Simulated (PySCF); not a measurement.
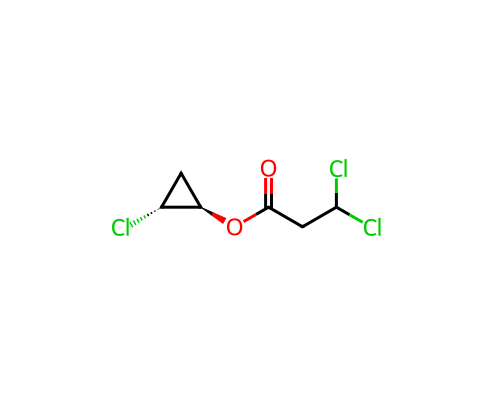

A structural formula.

Transcribe the drawing into SMILES.

O=C(CC(Cl)Cl)O[C@@H]1C[C@H]1Cl

Give the formula, hydrogens included.

C6H7Cl3O2.

An optimisation with GFN2-xTB gave a structure of which point group?

C1.

The parts below concern this one geometry. Atoms keep their numbers from picture to picture. The geometry was computed by an optimisation with GFN2-xTB. No frequency run is at hand to confirm it as a minimum.

## Electronic properties

No frequency run is at hand to confirm it as a minimum. Method: PBE0/pcSseg-1, gas phase (PySCF 2.14.0).

Give the LUMO energy (Kohn–Sham orbital) at this level.

−0.76 eV.

Give the dipole moment at this level.

2.74 D.

Give the HOMO energy (Kohn–Sham orbital) at this level.

−8.00 eV.

## NMR shielding

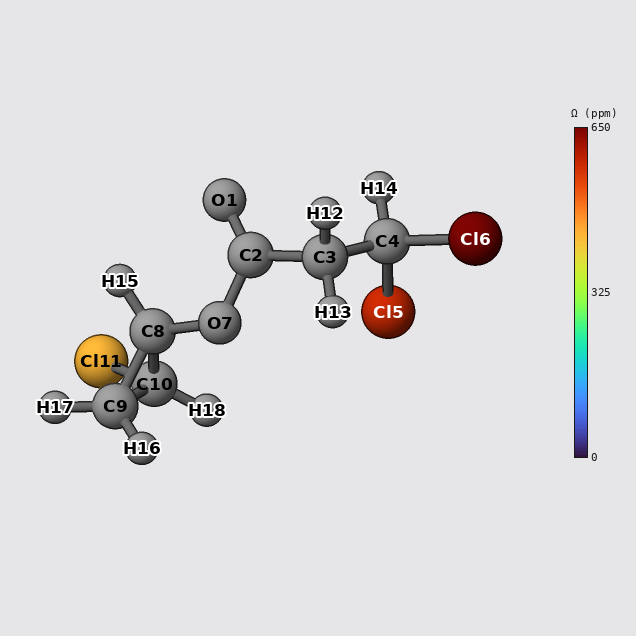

The Cl atoms are coloured by the span of their shielding tensor. No frequency run is at hand to confirm it as a minimum. Properties computed with GIAO PBE0/pcSseg-1 NMR shielding, non-relativistic, gas phase (PySCF 2.14.0). Principal shieldings σ11 ≤ σ22 ≤ σ33, span Ω = σ33 − σ11, skew κ = 3(σiso − σ22)/Ω.

Which Cl atom has the most anisotropic shielding?

Cl6, with a span of 646 ppm.

Give the shielding tensors of the Cl atoms.

| atom | σ11 | σ22 | σ33 | σiso | Ω | κ |
| --- | --- | --- | --- | --- | --- | --- |
| Cl5 | 427.0 | 601.1 | 1002.6 | 676.9 | 575.6 | 0.40 |
| Cl6 | 368.2 | 605.1 | 1014.0 | 662.4 | 645.8 | 0.27 |
| Cl11 | 656.0 | 721.4 | 1092.9 | 823.4 | 436.9 | 0.70 |

Shieldings and span in ppm.

## Quadrupole coupling

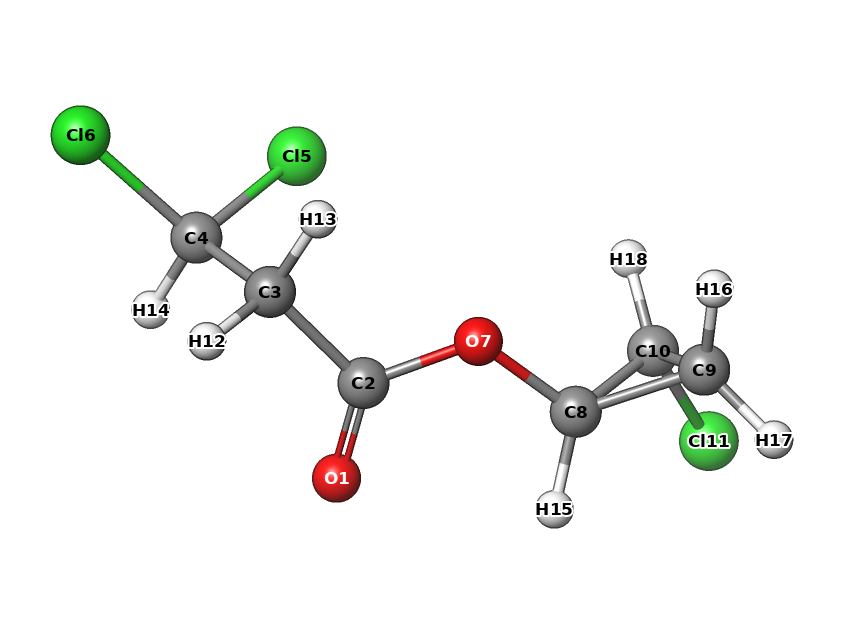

No frequency run is at hand to confirm it as a minimum. Electric field gradients from the ground-state density, PBE0/pcSseg-1 (PySCF 2.14.0), non-relativistic apart from any core potentials.

Give the largest field-gradient component, the quadrupole coupling constant and the asymmetry for 17O at O1 (Q = −25.6 mb), 35Cl at Cl5 (Q = −81.7 mb), 35Cl at Cl6 (Q = −81.7 mb), 17O at O7 (Q = −25.6 mb), 35Cl at Cl11 (Q = −81.7 mb).

```
atom  V_zz (a.u.)  e²qQ/h (MHz)     η
  O1       −1.589          9.56  0.20
 Cl5        4.089         −78.5  0.04
 Cl6        4.135         −79.4  0.03
  O7        1.699        −10.22  0.32
Cl11        4.064         −78.0  0.02
```
